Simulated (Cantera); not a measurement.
Charge: 1 mol V, 8.5 mol H2O, 210 mol H2, 0.58 mol O2, at 2173 K.

Equilibrium computed with Cantera from the NASA thermochemical tables; the gas is ideal and each condensed phase is pure. Candidate condensed phases: H2O, V, VO, V2O3, V2O4, V2O5; 12 gas species. VO: taken at fixed stoichiometry. Kinetics and transport are ignored.

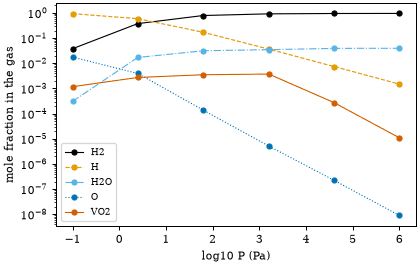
*Equilibrium gas composition (values under 1e-9 drawn at 1e-9)*

**Question.** Read off the mole fractions at 2.50 Pa.

**Answer.** H about 0.59, H2 about 0.38, H2O about 0.017, O about 0.0039, VO2 about 0.0027.
